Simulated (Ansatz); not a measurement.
# C2HF2 (SMILES [CH]=C(F)F): levels of theory compared

Wanted: a comparison of 5 runs (UHF/3-21G, U-revPBE/aug-cc-pVDZ, UBHLYP/aug-cc-pVDZ, UPBE0/aug-cc-pVDZ, UCCSD(T)/aug-cc-pVDZ) of C2HF2. 

The results are computed with Ansatz 0.2.0.

39 further runs of the same task are left out: 39 set aside as unsound or not needed.

### 1 The molecule

C2HF2: 5 atoms, total charge 0, spin state doublet. SMILES: `[CH]=C(F)F`. One bond was lengthened or shortened from a relaxed shape.

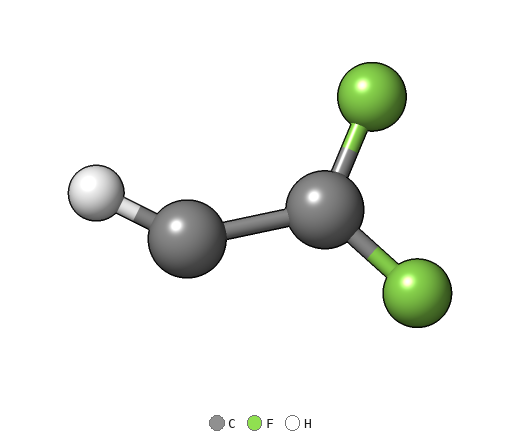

Viewed from a chosen angle; carbon grey, fluorine green, hydrogen white.

### 2 The energy at UHF/3-21G (run 1)

Contents of job.yaml:

```yaml
crystal:
  periodic: [false, false, false]
  atoms:
    - {symbol: C, position_ang: [-0.056970, 1.104523, -0.035825]}
    - {symbol: C, position_ang: [0.163600, -0.366100, 0.124600]}
    - {symbol: F, position_ang: [1.043800, -0.911700, 0.932500]}
    - {symbol: F, position_ang: [-0.492600, -1.313200, -0.520300]}
    - {symbol: H, position_ang: [-0.665370, 1.796323, -0.584325]}
basis:
  gaussian:
    orbitals: 3-21G.json
magnetization:
  spin_polarized: true
  initial_magnetization: 1
accuracy: high
total_charge: 0
output: {orbitals: {seedname: orbitals}}
hamiltonian:
  xc: hf
```

The basis set 3-21G is read from a file made from the Basis Set Exchange's data (not shown).

On the command line:

```console
$ ansatz run job.yaml --threads 1 --pin off --max-ram 3480MiB --events-out events.jsonl --progress --plain --runs-dir runs
```

Log:

```text
Warning: RAYON_NUM_THREADS=1 ignored (pool sized by the plan → 1); use --threads N
Functional definition: HF
  name "HF"
  exchange = exact_x
  correlation = 0
803 factors; integrals over basis functions are off by at most 3.0e-9 eV
mean field evaluation 1: about -7440.8375 eV, gradient 2.2e1 eV
mean field evaluation 2: about -7440.8418 eV, gradient 2.2e1 eV
mean field evaluation 4: about -7443.4856 eV, gradient 2.4e0 eV
mean field evaluation 8: about -7443.5820 eV, gradient 1.1e0 eV
mean field evaluation 16: about -7444.1899 eV, gradient 1.0e-6 eV
mean field evaluation 32: about -7444.1899 eV, gradient 6.0e-8 eV
mean field -7444.18988290 eV, -273.5689323435 hartree, gradient 1.8e-8 eV, S^2 1.317413; 2 other end points of the search recorded, 0 dependent functions left out
reference -7444.18988290 eV, -273.5689323435 hartree; 16, 15 occupied and 22, 23 virtual orbitals, 803 factors
Total energy: -7444.18988290 eV, -273.5689323435 hartree
```

Run time: 0.6 s. Hardware: 1 thread of Arm Neoverse V2, shared host; peak memory 0.092 GiB.

### 3 A single-point energy at U-revPBE/aug-cc-pVDZ (run 2)

Contents of molecule.yaml:

```yaml
crystal:
  periodic: [false, false, false]
  atoms:
    - {symbol: C, position_ang: [-0.056970, 1.104523, -0.035825]}
    - {symbol: C, position_ang: [0.163600, -0.366100, 0.124600]}
    - {symbol: F, position_ang: [1.043800, -0.911700, 0.932500]}
    - {symbol: F, position_ang: [-0.492600, -1.313200, -0.520300]}
    - {symbol: H, position_ang: [-0.665370, 1.796323, -0.584325]}
basis:
  gaussian:
    orbitals: aug-cc-pVDZ
magnetization:
  spin_polarized: true
  initial_magnetization: 1
hamiltonian:
  xc: {name: revPBE}
accuracy: high
output: {orbitals: {seedname: orbitals}}
```

On the command line:

```console
$ ansatz run molecule.yaml --threads 1 --pin off --max-ram 3480MiB --events-out events.jsonl --progress --plain --runs-dir runs
```

Log:

```text
Warning: RAYON_NUM_THREADS=1 ignored (pool sized by the plan → 1); use --threads N
Functional definition: revPBE
  name "revPBE"
  parameter kappa = 1.245
  parameter beta = 0.06672455060314922
  exchange = pbe_x(kappa = kappa, mu = beta*pi^2/3)
  correlation = pbe_c(beta = beta)
1998 factors; integrals over basis functions are off by at most 2.3e-9 eV
mean field evaluation 1: about -7513.7684 eV, gradient 3.0e1 eV
mean field evaluation 2: about -7498.3836 eV, gradient 5.4e1 eV
mean field evaluation 4: about -7518.5627 eV, gradient 3.0e0 eV
mean field evaluation 8: about -7518.5903 eV, gradient 4.3e-1 eV
mean field evaluation 16: about -7518.5926 eV, gradient 8.1e-4 eV
mean field evaluation 32: about -7518.5735 eV, gradient 1.7e0 eV
mean field -7518.59260601 eV, -276.3031819859 hartree, gradient 6.3e-8 eV, S^2 0.769846; 3 other end points of the search recorded, 0 dependent functions left out
reference -7518.59261291 eV, -276.3031822393 hartree; 16, 15 occupied and 85, 86 virtual orbitals, 1998 factors
Total energy: -7518.59261291 eV, -276.3031822393 hartree
```

Wall time 9.3 s (1 thread of Arm Neoverse V2, shared host); peak memory 0.29 GiB.

Runs 3 to 4 aren't shown in full; the table further down has their settings and results.

### 4 A single-point energy at UCCSD(T)/aug-cc-pVDZ (run 5)

Contents of run.yaml:

```yaml
crystal:
  periodic: [false, false, false]
  atoms:
    - symbol: C
      position_ang: [-0.056970, 1.104523, -0.035825]
    - symbol: C
      position_ang: [0.163600, -0.366100, 0.124600]
    - symbol: F
      position_ang: [1.043800, -0.911700, 0.932500]
    - symbol: F
      position_ang: [-0.492600, -1.313200, -0.520300]
    - symbol: H
      position_ang: [-0.665370, 1.796323, -0.584325]
basis:
  gaussian:
    orbitals: aug-cc-pVDZ
magnetization:
  spin_polarized: true
  initial_magnetization: 1
correlation:
  method: ccsd_t
  frozen_orbitals: {C: 1, F: 1, H: 0}
accuracy: high
scf:
  omitted_lower_state_checks: [cluster_reference, increment]
```

On the command line:

```console
$ ansatz run run.yaml --threads 1 --pin off --max-ram 3480MiB --events-out events.jsonl --progress --plain --runs-dir runs
```

Log:

```text
Warning: RAYON_NUM_THREADS=1 ignored (pool sized by the plan → 1); use --threads N
[... 14 lines left out ...]
4 core orbitals not correlated: weight in the atoms' cores, before any rotation towards them, 1.000 or more for the frozen orbitals, at most 0.000 for the correlated occupied ones
[... 31 lines left out ...]
Total energy: -7504.25905294 eV, -275.7764336261 hartree
Checks for a lower state left out: cluster_reference, increment
```

Wall time 2.3 min (1 thread of Arm Neoverse V2, shared host); peak memory 1.6 GiB.

### 5 Overview of the runs

| run | level | frozen core orbitals | energy (Eh) | HOMO energy (eV) | LUMO energy (eV) | ⟨S²⟩ | wall time |
| --- | --- | --- | --- | --- | --- | --- | --- |
| 1 | UHF/3-21G | – | -273.568932 | -10.44 | 2.70 | 1.317 | 0.6 s |
| 2 | U-revPBE/aug-cc-pVDZ | – | -276.303182 | -5.89 | -4.03 | 0.770 | 9.3 s |
| 3 | UBHLYP/aug-cc-pVDZ | – | -276.253150 | -8.29 | -1.89 | 0.871 | 28 s |
| 4 | UPBE0/aug-cc-pVDZ | – | -276.098143 | -7.14 | -2.91 | 0.803 | 14 s |
| 5 | UCCSD(T)/aug-cc-pVDZ | 4 | -275.776434 | – | – | 1.292 | 2.3 min |

### 6 Summary of results

```
                                          quantity          value
                               run 5: total energy  -275.77643 Eh
run 5: correlation energy (4 core orbitals frozen)     -678.1 mEh
                             run 5: (T) correction     -22.58 mEh
          run 5: ⟨S²⟩ of the reference determinant          1.292
                              run 5: T1 diagnostic          0.049
```

In words: Totals of different functionals can't be ranked against each other. Spin contamination of the reference: run 1 ⟨S²⟩ = 1.32, run 5 ⟨S²⟩ = 1.29, run 3 ⟨S²⟩ = 0.87. All runs together took 3.1 min, the longest 2.3 min.
